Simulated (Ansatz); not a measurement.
# CH7BClPSi: ladder of methods at one geometry

How do the methods compare on CH7BClPSi, in result and in cost? The task is a ladder of methods at one geometry, for CH7BClPSi. SMILES: CB(Cl)P[SiH3].

Computed with Ansatz 0.2.0 through its Python package. The levels of theory stand in the script.

## (1) Starting point

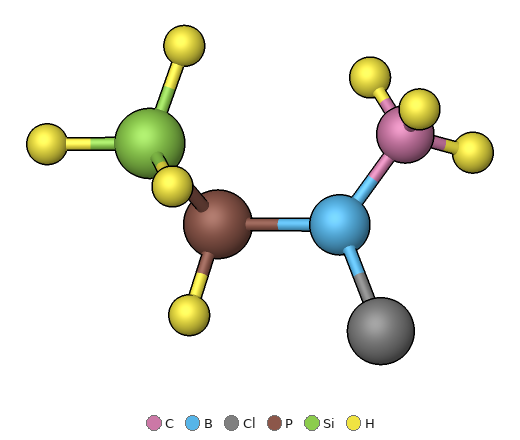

The structure that the script starts from, seen from a chosen angle (carbon pink, boron blue, chlorine grey, phosphorus brown, silicon green, hydrogen yellow).

The script holds or builds the structure itself.

## (2) The script

methods_ch7bclpsi.py reads:

```python
'''CH7BClPSi at several levels of theory.'''

from pathlib import Path
import logging
import sys

import ansatz as az
from ase import Atoms
import numpy as np

logging.basicConfig(stream=sys.stdout, format='%(levelname)s:%(name)s:%(message)s')
logger = logging.getLogger('run')
logger.setLevel(logging.INFO)

atoms = Atoms(['C', 'B', 'Cl', 'P', 'Si', 'H', 'H', 'H', 'H', 'H', 'H', 'H'], positions=[
    [1.5094, 1.0266, 0.57],
    [1.0886, -0.4059, 0.0295],
    [1.7219, -1.9207, 0.8693],
    [-0.0738, -0.5668, -1.5059],
    [-1.9072, -0.1263, -0.3562],
    [1.1675, 1.1387, 1.6193],
    [1.0462, 1.8204, -0.0517],
    [2.6134, 1.1271, 0.529],
    [-0.2253, -2.0076, -1.3994],
    [-1.9439, -0.9633, 0.8525],
    [-3.0859, -0.4146, -1.1864],
    [-1.9111, 1.2925, 0.0301],
])
geometry = az.Crystal.molecule_from_ase(atoms)

job = geometry.calculation().basis(gaussian='def2-SVP')

logger.info('functional    E (Ha)        dipole (D)   HOMO (eV)  LUMO (eV)')
for name in ['pbe0', 'r2scan', 'lc_wpbe', 'blyp', 'revpbe', 'hf']:
    rep = job.functional(name).forces().orbitals().run(threads=1, runs_dir='runs').report
    lines = Path(rep['orbitals_path']).read_text().splitlines()
    field_of = lambda key: [line.split('=')[1].strip() for line in lines if line.startswith(key)]
    orbitals = [(27.211386 * float(e), s, float(n)) for e, s, n in zip(field_of('Ene='), field_of('Spin='), field_of('Occup='))]
    homo = max(e for e, _, n in orbitals if n > 0.5)
    lumo = min(e for e, _, n in orbitals if n < 0.5)
    dipole = 4.803205 * np.linalg.norm(rep['charge_distribution']['dipole_moment_e_ang'])
    logger.info(f'{name:10s} {rep["free_energy_ev"] / 27.211386246:14.6f} {dipole:9.3f} {homo:11.3f} {lumo:10.3f}')
```

## (3) The input behind the calls

The engine receives this input (first run):

```yaml
crystal:
  periodic: [false, false, false]
  atoms:
    - { symbol: C, position_ang: [1.5094, 1.0266, 0.57] }
    - { symbol: B, position_ang: [1.0886, -0.4059, 0.0295] }
    - { symbol: Cl, position_ang: [1.7219, -1.9207, 0.8693] }
    - { symbol: P, position_ang: [-0.0738, -0.5668, -1.5059] }
    - { symbol: Si, position_ang: [-1.9072, -0.1263, -0.3562] }
    - { symbol: H, position_ang: [1.1675, 1.1387, 1.6193] }
    - { symbol: H, position_ang: [1.0462, 1.8204, -0.0517] }
    - { symbol: H, position_ang: [2.6134, 1.1271, 0.529] }
    - { symbol: H, position_ang: [-0.2253, -2.0076, -1.3994] }
    - { symbol: H, position_ang: [-1.9439, -0.9633, 0.8525] }
    - { symbol: H, position_ang: [-3.0859, -0.4146, -1.1864] }
    - { symbol: H, position_ang: [-1.9111, 1.2925, 0.0301] }
basis:
  gaussian:
    orbitals: def2-SVP
hamiltonian:
  xc: pbe0
output:
  orbitals: {}
  forces: true
```

## (4) Running it

Command:

```sh
$ python methods_ch7bclpsi.py
```

Log:

```text
INFO:run:functional    E (Ha)        dipole (D)   HOMO (eV)  LUMO (eV)
INFO:run:pbe0         -1157.382585     1.162      -7.466     -1.580
INFO:run:r2scan       -1157.748635     1.177      -6.604     -2.201
INFO:run:lc_wpbe      -1157.501035     1.260     -10.069      0.591
INFO:run:blyp         -1157.797243     0.983      -6.065     -2.151
INFO:run:revpbe       -1157.638861     1.060      -6.264     -2.338
INFO:run:hf           -1155.459531     1.354     -10.039      2.042
```

It took 18 s on 1 thread of Intel Xeon 6975P-C (Granite Rapids), shared host; peak memory 0.34 GiB.

## (5) Inputs of later runs

The engine's inputs for some of the other runs:

Run 2, against run 1:

```diff
@@ -20 +20 @@
-  xc: pbe0
+  xc: r2scan
```

Run 3, against run 1:

```diff
@@ -20 +20 @@
-  xc: pbe0
+  xc: lc_wpbe
```

Run 4, against run 1:

```diff
@@ -20 +20 @@
-  xc: pbe0
+  xc: blyp
```

Lines on the test bed's own set-up are left out of the output.

## (6) The engine's runs

The 6 runs, in the order started:

```csv
run,functional,energy (eV),SCF cycles,CPU time (s)
1,pbe0,-31493.9845,17,3.4
2,r2scan,-31503.9453,18,3.9
3,lc_wpbe,-31497.2077,16,3
4,blyp,-31505.2680,18,2.3
5,revpbe,-31500.9582,18,2.3
6,hf,-31441.6556,12,1.9
```

Totals under unlike functionals or potentials can't be compared directly.

The fields below are those of run 1.

## (7) The molecule's orbitals and density

Orbitals, density, ELF and potential are computed afterwards from the orbital file.

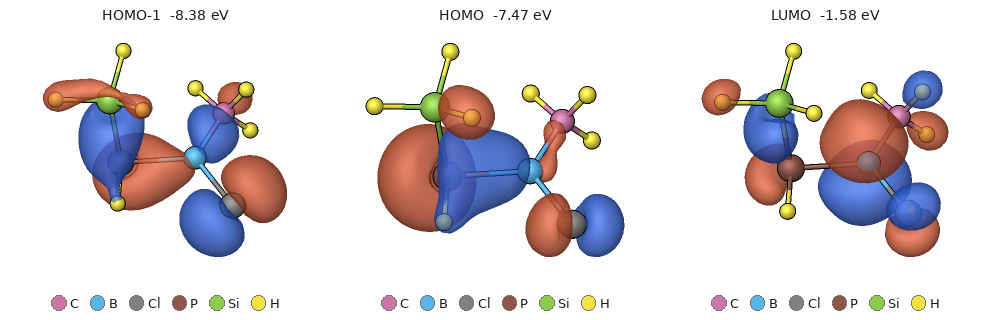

Frontier orbitals at PBE0/def2-SVP; each surface holds 70 % of the orbital's density, blue and red mark the sign.

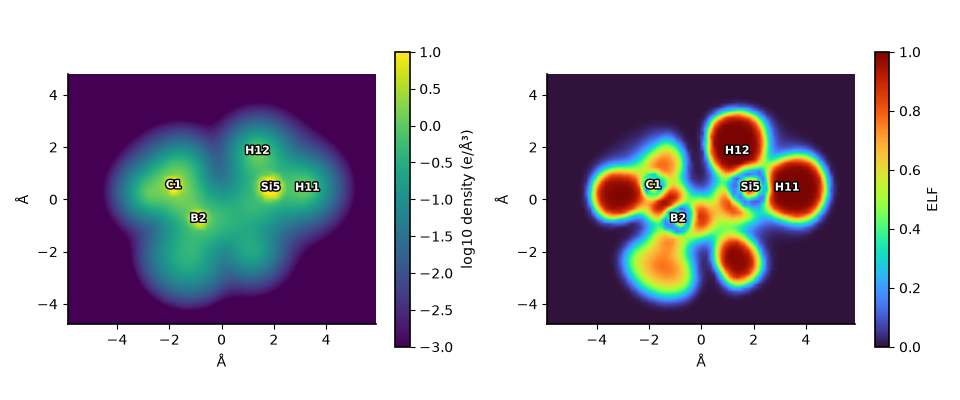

Density (left) and ELF (right) in a plane through or near 5 of the atoms.

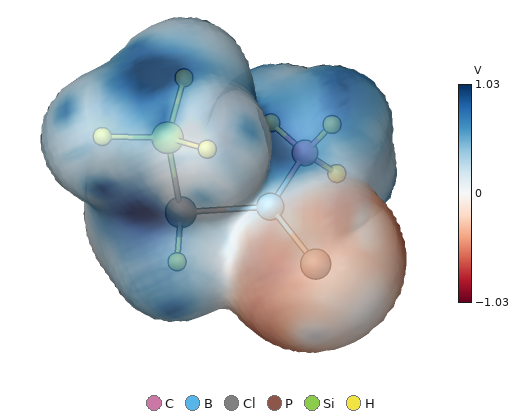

Electrostatic potential on the surface of density 0.002 e/bohr³; red is low, blue high. It runs, from the 1st to the 99th percentile, from -0.58 V near P4 to 1.03 V near H10.

## (8) What came out

```
                                       quantity    value
                                  runs compared        6
HOMO-LUMO gap of the mean field (PBE0/def2-SVP)  5.89 eV
```

All 6 runs converged (12 to 18 cycles). Caveats:
- The geometry is a force-field or estimated start, not a minimum of this method, and the basis set is short of its limit. A lower total doesn't mark the better method: functionals have no common bound, and MP2 and coupled cluster aren't variational.
- Levels such as HOMO and LUMO are orbital energies: with these approximate functionals they aren't the ionisation energy and electron affinity, and their gap isn't the fundamental gap.
